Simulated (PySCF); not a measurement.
# AlSe: basis, grid and Hamiltonian

The method stays; parts of the set-up, such as the basis or the Hamiltonian, are changed.

Program: PySCF 2.14.0. Level of theory: method and basis as typed in the scripts. These are calculated values, not measurements.

4 further runs of the same task are left out: 4 that didn't finish.

### 1 The system as given

AlSe: 2 atoms, charge 0, spin multiplicity 2.

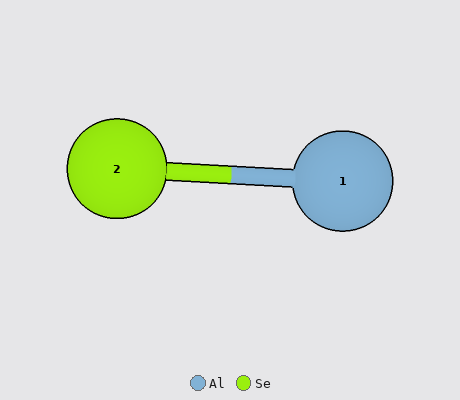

The starting geometry (aluminium light blue, selenium green); atoms are numbered from 1 in the order of the file.

### 2 The base run

Contents of input.py:

```python
from pyscf import gto, dft

mol = gto.M(
    atom='Al 0 0 0; Se 0 0 2.425',
    basis='3-21g',
    charge=0,
    spin=1,
    verbose=4,
)
mf = dft.UKS(mol, xc='scan')
mf.kernel()
mf.dip_moment()
print('orbital energies (hartree):', [e[max(0, n-3):n+3].round(4) for e, n in zip(mf.mo_energy, mol.nelec)])
```

Launch:

```console
> OMP_NUM_THREADS=1 python input.py
```

Its log is not repeated here.

It gives: E(SCF) = -2631.427891 Eh, 12 cycles, ⟨S²⟩ = 0.765, μ = 3.48 D.

The bond length is a typed value, not an optimised one.

### 3 6-31g*

Variant 1 changes basis set: 3-21g → 6-31g*.

input.py: that of step 2 with these lines changed.

```diff
@@ -4,3 +4,3 @@
     atom='Al 0 0 0; Se 0 0 2.425',
-    basis='3-21g',
+    basis='6-31g*',
     charge=0,
```

Launch:

```console
> OMP_NUM_THREADS=1 python input.py
```

Output:

```text
PySCF version 2.14.0

[INPUT] verbose = 4
[INPUT] num. atoms = 2
[INPUT] num. electrons = 47
[INPUT] charge = 0
[INPUT] spin (= nelec alpha-beta = 2S) = 1
[INPUT] symmetry False subgroup None
[INPUT] Mole.unit = angstrom
[INPUT] Symbol           X                Y                Z      unit          X                Y                Z       unit  Magmom
[INPUT]  1 Al     0.000000000000   0.000000000000   0.000000000000 AA    0.000000000000   0.000000000000   0.000000000000 Bohr   0.0
[INPUT]  2 Se     0.000000000000   0.000000000000   2.425000000000 AA    0.000000000000   0.000000000000   4.582585852070 Bohr   0.0

nuclear repulsion = 96.4520937017072
number of shells = 20
number of NR pGTOs = 146
number of NR cGTOs = 50
basis = 6-31g*
ecp = {}

******** <class 'pyscf.dft.uks.UKS'> ********
method = UKS
initial guess = minao
damping factor = 0
level_shift factor = 0
DIIS = <class 'pyscf.scf.diis.CDIIS'>
diis_start_cycle = 1
diis_space = 8
diis_damp = 0
SCF conv_tol = 1e-09
SCF conv_tol_grad = None
SCF max_cycles = 50
direct_scf = True
direct_scf_tol = 1e-13
number electrons alpha = 24  beta = 23
XC library pyscf.dft.libxc version 7.0.0
    S. Lehtola, C. Steigemann, M. J.T. Oliveira, and M. A.L. Marques.,  SoftwareX 7, 1–5 (2018)
XC functionals = scan
    J. Sun, A. Ruzsinszky, and J. P. Perdew.,  Phys. Rev. Lett. 115, 036402 (2015)
    J. Sun, A. Ruzsinszky, and J. P. Perdew.,  Phys. Rev. Lett. 115, 036402 (2015)
radial grids:
    Treutler-Ahlrichs [JCP 102, 346 (1995); DOI:10.1063/1.469408] (M4) radial grids

becke partition: Becke, JCP 88, 2547 (1988); DOI:10.1063/1.454033
pruning grids: <function nwchem_prune>
grids dens level: 3
symmetrized grids: False
atomic radii adjust function: <function treutler_atomic_radii_adjust>
small_rho_cutoff = 0
Set gradient conv threshold to 3.16228e-05
tot grids = 39608
init E= -2642.9695696796
[... the frontier-level lines of each cycle are left out ...]

cycle= 1 E= -2643.70772054698  delta_E= -0.738  |g|= 0.342  |ddm|= 1.16
cycle= 2 E= -2640.85044322457  delta_E= 2.86  |g|= 1.41  |ddm|= 2.68
cycle= 3 E= -2643.81212120099  delta_E= -2.96  |g|= 0.226  |ddm|= 2.04
cycle= 4 E= -2643.84342415234  delta_E= -0.0313  |g|= 0.134  |ddm|= 0.172
cycle= 5 E= -2643.85532910448  delta_E= -0.0119  |g|= 0.0851  |ddm|= 0.115
cycle= 6 E= -2643.86314035098  delta_E= -0.00781  |g|= 0.00868  |ddm|= 0.16
cycle= 7 E= -2643.86323175021  delta_E= -9.14e-05  |g|= 0.00203  |ddm|= 0.0224
cycle= 8 E= -2643.86324569234  delta_E= -1.39e-05  |g|= 0.00119  |ddm|= 0.0119
cycle= 9 E= -2643.86324869849  delta_E= -3.01e-06  |g|= 0.000357  |ddm|= 0.00424
cycle= 10 E= -2643.8632492296  delta_E= -5.31e-07  |g|= 0.000103  |ddm|= 0.00271
cycle= 11 E= -2643.86324926001  delta_E= -3.04e-08  |g|= 5.76e-05  |ddm|= 0.000611
cycle= 12 E= -2643.86324926655  delta_E= -6.53e-09  |g|= 7.11e-06  |ddm|= 0.00025
cycle= 13 E= -2643.86324926673  delta_E= -1.83e-10  |g|= 2.31e-06  |ddm|= 5.47e-05
Extra cycle  E= -2643.86324926668  delta_E= 4.59e-11  |g|= 7.3e-06  |ddm|= 1.61e-05
converged SCF energy = -2643.86324926668  <S^2> = 0.76599489  2S+1 = 2.0159314
Dipole moment(X, Y, Z, Debye): -0.00000, -0.00000, -3.97279
orbital energies (hartree): [array([-0.248 , -0.2153, -0.2153, -0.1034, -0.1034, -0.0146]), array([-0.3196, -0.21  , -0.21  , -0.185 , -0.0861, -0.0861])]
```

Wall time 5.9 s (1 thread of Arm Neoverse V2, shared host).

Outcome: E(SCF) = -2643.863249 Eh, 13 cycles, ⟨S²⟩ = 0.766, μ = 3.97 D.

### 4 Cartesian functions on

Variant 2 changes Cartesian functions: off → on.

input.py: that of step 2 with these lines changed.

```diff
@@ -7,2 +7,3 @@
     spin=1,
+    cart=True,
     verbose=4,
```

Launch:

```console
> OMP_NUM_THREADS=1 python input.py
```

Output:

```text
[... 9 set-up lines left out, the same as in an earlier log ...]
[INPUT] Cartesian GTO integrals (6d 10f)
[... 5 set-up lines left out, the same as in an earlier log ...]
number of shells = 17
number of NR pGTOs = 84
number of NR cGTOs = 36
basis = 3-21g
[... 33 set-up lines left out, the same as in an earlier log ...]
init E= -2628.95640035239
[... the frontier-level lines of each cycle are left out ...]

cycle= 1 E= -2631.2330415831  delta_E= -2.28  |g|= 0.41  |ddm|= 1.21
cycle= 2 E= -2628.31065017587  delta_E= 2.92  |g|= 1.32  |ddm|= 2.57
cycle= 3 E= -2631.43301132348  delta_E= -3.12  |g|= 0.0458  |ddm|= 2.24
cycle= 4 E= -2631.43555887475  delta_E= -0.00255  |g|= 0.0344  |ddm|= 0.185
cycle= 5 E= -2631.43672964921  delta_E= -0.00117  |g|= 0.0212  |ddm|= 0.0473
cycle= 6 E= -2631.43718224748  delta_E= -0.000453  |g|= 0.0132  |ddm|= 0.0488
cycle= 7 E= -2631.43735430715  delta_E= -0.000172  |g|= 0.00573  |ddm|= 0.0229
cycle= 8 E= -2631.43739233141  delta_E= -3.8e-05  |g|= 0.00104  |ddm|= 0.0118
cycle= 9 E= -2631.43739345191  delta_E= -1.12e-06  |g|= 0.000268  |ddm|= 0.00174
cycle= 10 E= -2631.43739353935  delta_E= -8.74e-08  |g|= 2.88e-05  |ddm|= 0.000551
cycle= 11 E= -2631.43739354479  delta_E= -5.44e-09  |g|= 6.03e-06  |ddm|= 0.000262
cycle= 12 E= -2631.43739354518  delta_E= -3.96e-10  |g|= 1.51e-06  |ddm|= 7.63e-05
Extra cycle  E= -2631.43739354519  delta_E= -6.37e-12  |g|= 2.31e-06  |ddm|= 1.05e-05
converged SCF energy = -2631.43739354519  <S^2> = 0.76484304  2S+1 = 2.0147884
Dipole moment(X, Y, Z, Debye): -0.00000,  0.00000, -3.47860
orbital energies (hartree): [array([-0.2457, -0.2166, -0.2166, -0.1009, -0.1009, -0.0012]), array([-0.32  , -0.2095, -0.2095, -0.1807, -0.0864, -0.0864])]
```

It took 3.7 s on 1 thread of Arm Neoverse V2, shared host.

Outcome: E(SCF) = -2631.437394 Eh (-0.2586 eV from the base), 12 cycles, ⟨S²⟩ = 0.765, μ = 3.48 D.

### 5 Integration grid (99, 590)

Variant 3 changes integration grid: default → (99, 590).

input.py: that of step 2 with these lines changed.

```diff
@@ -10,2 +10,3 @@
 mf = dft.UKS(mol, xc='scan')
+mf.grids.atom_grid = (99, 590)
 mf.kernel()
```

Launch:

```console
> OMP_NUM_THREADS=1 python input.py
```

Output:

```text
[... 15 set-up lines left out, the same as in an earlier log ...]
number of NR pGTOs = 81
number of NR cGTOs = 35
[... 31 set-up lines left out, the same as in an earlier log ...]
User specified grid scheme (99, 590)
[... 2 set-up lines left out, the same as in an earlier log ...]
tot grids = 58048
init E= -2628.9372958439
[... the frontier-level lines of each cycle are left out ...]

cycle= 1 E= -2631.2242926263  delta_E= -2.29  |g|= 0.408  |ddm|=  1.1
cycle= 2 E= -2628.30420453701  delta_E= 2.92  |g|= 1.32  |ddm|= 2.57
cycle= 3 E= -2631.42553830823  delta_E= -3.12  |g|= 0.0434  |ddm|= 2.23
cycle= 4 E= -2631.42791499914  delta_E= -0.00238  |g|= 0.0326  |ddm|= 0.178
cycle= 5 E= -2631.42889706632  delta_E= -0.000982  |g|= 0.022  |ddm|= 0.0456
cycle= 6 E= -2631.4293378429  delta_E= -0.000441  |g|= 0.014  |ddm|= 0.0482
cycle= 7 E= -2631.4295276179  delta_E= -0.00019  |g|= 0.00578  |ddm|= 0.0207
cycle= 8 E= -2631.42956532232  delta_E= -3.77e-05  |g|= 0.0016  |ddm|= 0.0129
cycle= 9 E= -2631.42956829599  delta_E= -2.97e-06  |g|= 0.000175  |ddm|= 0.00294
cycle= 10 E= -2631.4295683454  delta_E= -4.94e-08  |g|= 2.93e-05  |ddm|= 0.000563
cycle= 11 E= -2631.42956835391  delta_E= -8.5e-09  |g|= 7.63e-06  |ddm|= 0.000333
cycle= 12 E= -2631.4295683546  delta_E= -6.92e-10  |g|= 1.35e-06  |ddm|= 0.000111
Extra cycle  E= -2631.4295683546  delta_E= -4.09e-12  |g|= 2.08e-06  |ddm|= 8.14e-06
converged SCF energy = -2631.4295683546  <S^2> = 0.76434931  2S+1 = 2.0142982
Dipole moment(X, Y, Z, Debye):  0.00000,  0.00000, -3.45471
orbital energies (hartree): [array([-0.2457, -0.2163, -0.2163, -0.101 , -0.101 , -0.001 ]), array([-0.3192, -0.2103, -0.2103, -0.1812, -0.0866, -0.0866])]
```

It took 5 s on 1 thread of Arm Neoverse V2, shared host.

This run: E(SCF) = -2631.429568 Eh (-0.0456 eV from the base), 12 cycles, ⟨S²⟩ = 0.764, μ = 3.45 D.

### 6 Def2-svp

Variant 4 changes basis set: 3-21g → def2-svp.

input.py: that of step 2 with these lines changed.

```diff
@@ -4,3 +4,3 @@
     atom='Al 0 0 0; Se 0 0 2.425',
-    basis='3-21g',
+    basis='def2-svp',
     charge=0,
```

Launch:

```console
> OMP_NUM_THREADS=1 python input.py
```

Output:

```text
[... 15 set-up lines left out, the same as in an earlier log ...]
number of NR pGTOs = 110
[... 1 set-up line left out, the same as in an earlier log ...]
basis = def2-svp
[... 33 set-up lines left out, the same as in an earlier log ...]
init E= -2642.8887823668
[... the frontier-level lines of each cycle are left out ...]

cycle= 1 E= -2643.66466938295  delta_E= -0.776  |g|= 0.34  |ddm|= 1.21
cycle= 2 E= -2640.90822643197  delta_E= 2.76  |g|= 1.42  |ddm|= 2.57
cycle= 3 E= -2643.7639693168  delta_E= -2.86  |g|= 0.22  |ddm|= 1.97
cycle= 4 E= -2643.79488174407  delta_E= -0.0309  |g|= 0.122  |ddm|= 0.17
cycle= 5 E= -2643.80471518339  delta_E= -0.00983  |g|= 0.078  |ddm|= 0.105
cycle= 6 E= -2643.81123192994  delta_E= -0.00652  |g|= 0.00803  |ddm|= 0.145
cycle= 7 E= -2643.81132330825  delta_E= -9.14e-05  |g|= 0.00215  |ddm|= 0.0185
cycle= 8 E= -2643.81134391816  delta_E= -2.06e-05  |g|= 0.000887  |ddm|= 0.0136
cycle= 9 E= -2643.8113466629  delta_E= -2.74e-06  |g|= 0.000428  |ddm|= 0.00524
cycle= 10 E= -2643.81134727793  delta_E= -6.15e-07  |g|= 0.000108  |ddm|= 0.00285
cycle= 11 E= -2643.81134729791  delta_E= -2e-08  |g|= 2.5e-05  |ddm|= 0.000427
cycle= 12 E= -2643.81134729899  delta_E= -1.08e-09  |g|= 3.47e-06  |ddm|= 8.88e-05
cycle= 13 E= -2643.81134729902  delta_E= -2.46e-11  |g|= 8.67e-07  |ddm|= 1.76e-05
Extra cycle  E= -2643.81134729901  delta_E= 4.55e-12  |g|= 2.07e-06  |ddm|= 4.59e-06
converged SCF energy = -2643.81134729901  <S^2> = 0.76673157  2S+1 = 2.0166622
Dipole moment(X, Y, Z, Debye): -0.00000,  0.00000, -3.70306
orbital energies (hartree): [array([-0.2467, -0.2133, -0.2133, -0.1009, -0.1009, -0.0083]), array([-0.3161, -0.2076, -0.2076, -0.1846, -0.0841, -0.0841])]
```

Run time: 5.7 s. Hardware: 1 thread of Arm Neoverse V2, shared host.

This run: E(SCF) = -2643.811347 Eh, 13 cycles, ⟨S²⟩ = 0.767, μ = 3.70 D.

### 7 Integration grid 6

Variant 5 changes integration grid: default → 6.

input.py: that of step 2 with these lines changed.

```diff
@@ -10,2 +10,3 @@
 mf = dft.UKS(mol, xc='scan')
+mf.grids.level = 6
 mf.kernel()
```

Launch:

```console
> OMP_NUM_THREADS=1 python input.py
```

Output:

```text
[... 45 set-up lines left out, the same as in an earlier log ...]
grids dens level: 6
[... 4 set-up lines left out, the same as in an earlier log ...]
tot grids = 124984
init E= -2628.9366370386
[... the frontier-level lines of each cycle are left out ...]

cycle= 1 E= -2631.22389980373  delta_E= -2.29  |g|= 0.408  |ddm|=  1.1
cycle= 2 E= -2628.30568205382  delta_E= 2.92  |g|= 1.32  |ddm|= 2.56
cycle= 3 E= -2631.42475521426  delta_E= -3.12  |g|= 0.0437  |ddm|= 2.23
cycle= 4 E= -2631.42723442238  delta_E= -0.00248  |g|= 0.0315  |ddm|= 0.177
cycle= 5 E= -2631.42818658668  delta_E= -0.000952  |g|= 0.0209  |ddm|= 0.0455
cycle= 6 E= -2631.42859858912  delta_E= -0.000412  |g|= 0.0133  |ddm|= 0.0493
cycle= 7 E= -2631.42877132543  delta_E= -0.000173  |g|= 0.00566  |ddm|= 0.0203
cycle= 8 E= -2631.42880801318  delta_E= -3.67e-05  |g|= 0.00143  |ddm|= 0.0124
cycle= 9 E= -2631.42881033992  delta_E= -2.33e-06  |g|= 0.000172  |ddm|= 0.00259
cycle= 10 E= -2631.42881038687  delta_E= -4.7e-08  |g|= 2.82e-05  |ddm|= 0.000577
cycle= 11 E= -2631.42881039364  delta_E= -6.77e-09  |g|= 6.76e-06  |ddm|= 0.000296
cycle= 12 E= -2631.42881039419  delta_E= -5.5e-10  |g|= 1.41e-06  |ddm|= 9.8e-05
Extra cycle  E= -2631.42881039419  delta_E=    0  |g|= 3.16e-06  |ddm|= 9.04e-06
converged SCF energy = -2631.42881039419  <S^2> = 0.76451517  2S+1 = 2.0144629
Dipole moment(X, Y, Z, Debye):  0.00000,  0.00000, -3.46264
orbital energies (hartree): [array([-0.2459, -0.2163, -0.2163, -0.1009, -0.1009, -0.001 ]), array([-0.3196, -0.21  , -0.21  , -0.1812, -0.0865, -0.0865])]
```

It took 10 s on 1 thread of Arm Neoverse V2, shared host.

This run: E(SCF) = -2631.428810 Eh (-0.0250 eV from the base), 12 cycles, ⟨S²⟩ = 0.765, μ = 3.46 D.

### 8 Side by side

```
                       run  E(SCF) (hartree)  from base (eV)  cycles  gap, α spin (eV)  SCF dipole (D)  functions
                      base      -2631.427891               0      12              3.15            3.48         35
                    6-31g*      -2643.863249       -338.3833      13              3.04            3.97         50
    Cartesian functions on      -2631.437394         -0.2586      12              3.15            3.48         36
integration grid (99, 590)      -2631.429568         -0.0456      12              3.14            3.45         35
                  def2-svp      -2643.811347       -336.9710      13              3.06            3.70         50
        integration grid 6      -2631.428810         -0.0250      12              3.14            3.46         35
```

Wall time on 1 thread of Arm Neoverse V2, shared host, start-up included: base 3.6 s; 6-31g* 5.9 s; Cartesian functions on 3.7 s; integration grid (99, 590) 5 s; def2-svp 5.7 s; integration grid 6 10 s.

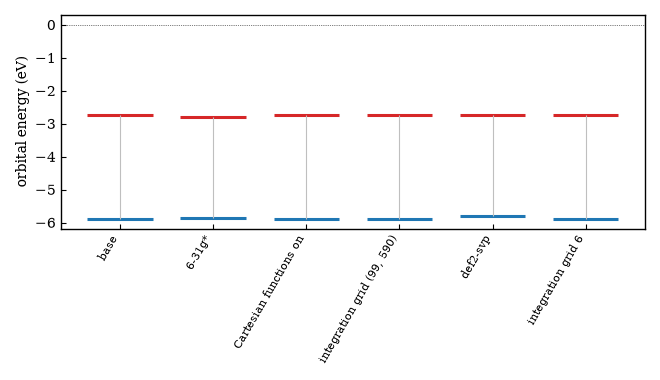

Highest filled (blue) and lowest empty (red) level of each run. Open-shell runs show the α spin alone.

In words: Of the runs whose energies can be compared, “6-31g*” moves the SCF energy most (-338.383 eV). 6-31g* (50 functions) gives an energy 338.38 eV lower than 3-21g (35). def2-svp (50 functions) gives an energy 336.97 eV lower than 3-21g (35).
